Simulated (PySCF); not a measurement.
**C₄H₁₁AlSi (SMILES [CH3][Al]1[CH2]C[SiH2][CH2]1): density, localisation and related maps**

```yaml
atoms:
  - { symbol: C, position_ang: [2.7752, 0.3018, 1.0064] }
  - { symbol: Al, position_ang: [0.9155, 0.1829, 0.3179] }
  - { symbol: C, position_ang: [-0.5677, -0.9717, 1.0431] }
  - { symbol: C, position_ang: [-1.5601, -1.1286, -0.1269] }
  - { symbol: Si, position_ang: [-1.7242, 0.5178, -1.0826] }
  - { symbol: C, position_ang: [0.0788, 1.1287, -1.2394] }
  - { symbol: H, position_ang: [2.8208, 0.1427, 2.0897] }
  - { symbol: H, position_ang: [3.4398, -0.4448, 0.5578] }
  - { symbol: H, position_ang: [3.2276, 1.2799, 0.8062] }
  - { symbol: H, position_ang: [-0.3034, -1.9567, 1.4497] }
  - { symbol: H, position_ang: [-1.0890, -0.4590, 1.8669] }
  - { symbol: H, position_ang: [-1.1785, -1.8877, -0.8150] }
  - { symbol: H, position_ang: [-2.5287, -1.4907, 0.2245] }
  - { symbol: H, position_ang: [-2.3991, 0.2846, -2.3705] }
  - { symbol: H, position_ang: [-2.5285, 1.4728, -0.2988] }
  - { symbol: H, position_ang: [0.1236, 2.2202, -1.2339] }
  - { symbol: H, position_ang: [0.4909, 0.8199, -2.2051] }
```

Geometry: GFN2-xTB.

Level of theory: PBE0/pcSseg-1, SCF density, gas phase, non-relativistic (PySCF).

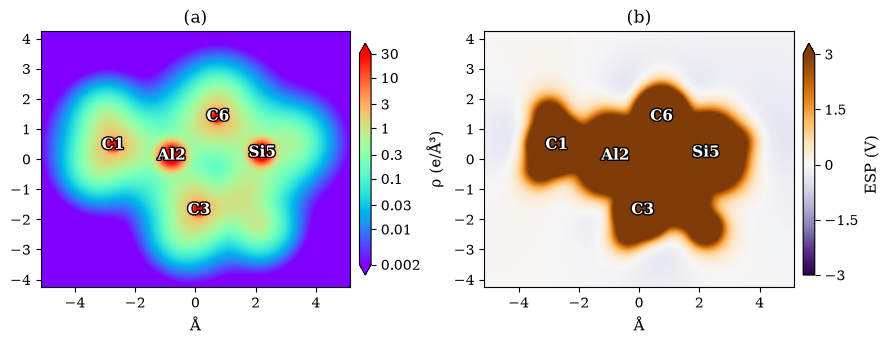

Figure 1. (a) electron density; (b) electrostatic potential on the plane of atoms C1, Al2 and C3.

Read the bonding off the picture.

- Atoms in the plane: C, Al and Si.
- C–Si (1.91 Å): the density is about 0.88 e/Å³ at the midpoint.
- C–Al (1.99 Å): ρ is about 0.68 e/Å³ halfway.
- Outside the dense part of the molecule the potential is most negative (−0.3 V) near H14, which lies off the plane.

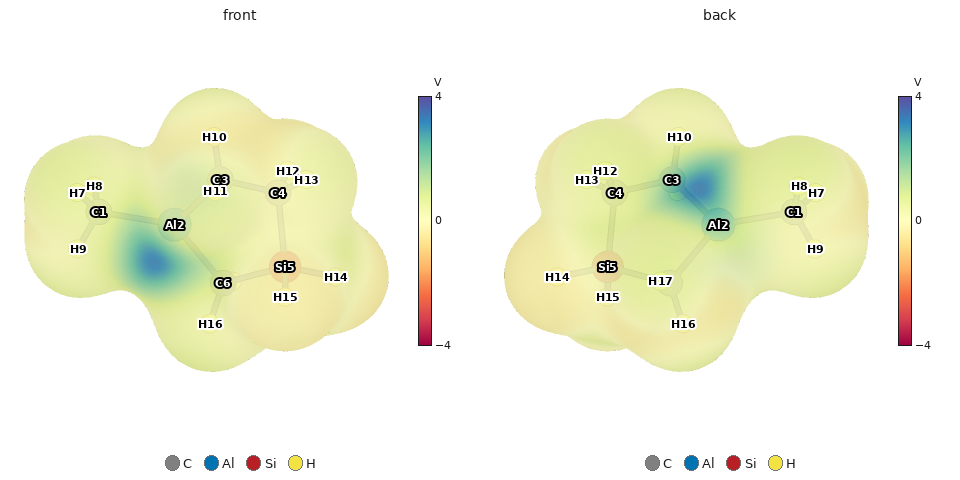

Figure 2. The electrostatic potential painted on the density surface at 0.002 e/bohr³, seen from the front and from behind; the colour scale runs from red (negative) to blue (positive).

Where is the surface potential most negative and most positive?

The most negative region (about −0.3 V) lies over the C and H atoms, the most positive (about +3.1 V) over Al2.

What dipole moment does the calculation give?

Its dipole moment is 1.15 D.
